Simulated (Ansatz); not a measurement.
# BF3 (boron trifluoride) at FCI/STO-3G

What is the vertical electron affinity of BF3 (boron trifluoride) at FCI/STO-3G? 

The calculation is run with Ansatz 0.2.0.

43 further runs of the same task are left out: 4 that didn't finish, 39 set aside as unsound or not needed.

### Step 1. The structure to begin with

BF3 has 4 atoms, charge 0, and is taken as a singlet. As SMILES, `FB(F)F`. The coordinates come from a PBE0-D4/def2-TZVP relaxation.

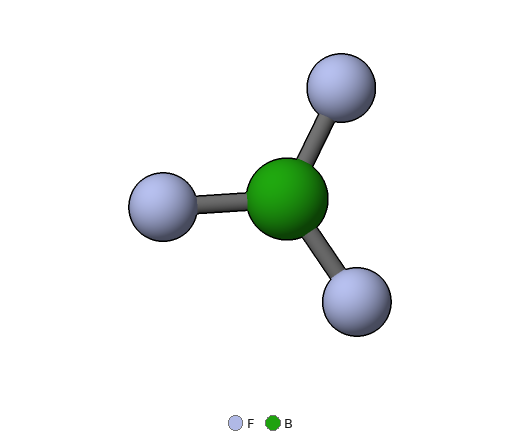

The structure, seen from a chosen angle (fluorine light blue, boron green).

### Step 2. A single-point energy at FCI/STO-3G

Contents of job.yaml:

```yaml
crystal:
  periodic: [false, false, false]
  atoms:
    - {symbol: F, position_ang: [0.543870, 0.210740, 1.174280]}
    - {symbol: B, position_ang: [0.000020, -0.000000, 0.000010]}
    - {symbol: F, position_ang: [-0.265170, -1.223510, -0.389620]}
    - {symbol: F, position_ang: [-0.278730, 1.012770, -0.784660]}
basis:
  gaussian: {orbitals: STO-3G}
accuracy: high
magnetization: {spin_polarized: false}
correlation: {method: fci, frozen_orbitals: {B: 1, F: 1}}
```

Launch:

```
ansatz run job.yaml --threads 1 --pin off --max-ram 3480MiB --events-out events.jsonl --progress --plain --runs-dir runs
```

The program printed:

```text
Warning: RAYON_NUM_THREADS=1 ignored (pool sized by the plan → 1); use --threads N
Functional definition: HF
  name "HF"
  exchange = exact_x
  correlation = 0
366 factors; integrals over basis functions are off by at most 3.2e-8 eV
mean field evaluation 1: about -8668.3019 eV, gradient 2.9e1 eV
mean field evaluation 2: about -8668.3712 eV, gradient 2.9e1 eV
mean field evaluation 4: about -8671.2321 eV, gradient 8.7e-1 eV
mean field evaluation 8: about -8671.2325 eV, gradient 5.0e-6 eV
mean field -8671.23248703 eV, -318.6619163259 hartree, gradient 7.5e-9 eV, S^2 0.000000; 0 other end points of the search recorded, 0 dependent functions left out
4 core orbitals not correlated: weight in the atoms' cores, before any rotation towards them, 1.000 or more for the frozen orbitals, at most 0.000 for the correlated occupied ones
reference -8671.23248703 eV, -318.6619163259 hartree; 12, 12 occupied and 4, 4 virtual orbitals, 366 factors
state -8674.40009162 eV, -318.7783236476 hartree
Total energy: -8674.40009162 eV, -318.7783236476 hartree
```

Wall time 12 s (1 thread of Arm Neoverse V1, shared host); peak memory 0.31 GiB.

### Step 3. The doublet anion, same level

Changes to job.yaml since step 2:

```diff
@@ -8,5 +8,11 @@
 basis:
-  gaussian: {orbitals: STO-3G}
+  gaussian:
+    orbitals: STO-3G
+magnetization:
+  spin_polarized: true
+  initial_magnetization: 1
+total_charge: -1
+correlation:
+  method: fci
+  frozen_orbitals: {B: 1, F: 1}
 accuracy: high
-magnetization: {spin_polarized: false}
-correlation: {method: fci, frozen_orbitals: {B: 1, F: 1}}
```

Launch:

```
ansatz run job.yaml --threads 1 --pin off --max-ram 3480MiB --events-out events.jsonl --progress --plain --runs-dir runs
```

The program printed:

```text
Warning: RAYON_NUM_THREADS=1 ignored (pool sized by the plan → 1); use --threads N
[... 4 set-up lines as earlier in the session ...]
366 factors; integrals over basis functions are off by at most 3.2e-8 eV
mean field evaluation 1: about -8661.2527 eV, gradient 1.1e1 eV
mean field evaluation 2: about -8661.4002 eV, gradient 1.2e1 eV
mean field evaluation 4: about -8662.2684 eV, gradient 7.5e-1 eV
mean field evaluation 8: about -8662.2753 eV, gradient 1.5e-2 eV
mean field -8662.27525437 eV, -318.3327440970 hartree, gradient 1.9e-8 eV, S^2 0.755446; 0 other end points of the search recorded, 0 dependent functions left out
mean field evaluation 16: about -8662.2238 eV, gradient 1.5e-1 eV
4 core orbitals not correlated: weight in the atoms' cores, before any rotation towards them, 1.000 or more for the frozen orbitals, at most 0.000 for the correlated occupied ones
reference -8662.22376961 eV, -318.3308520672 hartree; 13, 12 occupied and 3, 4 virtual orbitals, 366 factors
state -8664.28880523 eV, -318.4067407263 hartree
Total energy: -8664.28880523 eV, -318.4067407263 hartree
```

Wall time 4.8 s (1 thread of Arm Neoverse V1, shared host); peak memory 0.17 GiB.

### Step 4. Summary of results

At FCI/STO-3G, 4 core orbitals frozen:

| quantity | value |
| --- | --- |
| singlet BF3: total energy | -318.77832 Eh |
| singlet BF3: correlation energy (4 core orbitals frozen) | -116.4 mEh |
| doublet anion: total energy | -318.40674 Eh |
| doublet anion: correlation energy (4 core orbitals frozen) | -75.9 mEh |
| vertical electron affinity (to the doublet anion) | -10.111 eV |

**Reading.** The anion lies 10.11 eV (976 kJ/mol) above the neutral: the electron isn't bound at this level, and such a value depends on the basis. Without diffuse functions anions come out too high. In a minimal basis such a difference can be off by several eV, whatever the method.
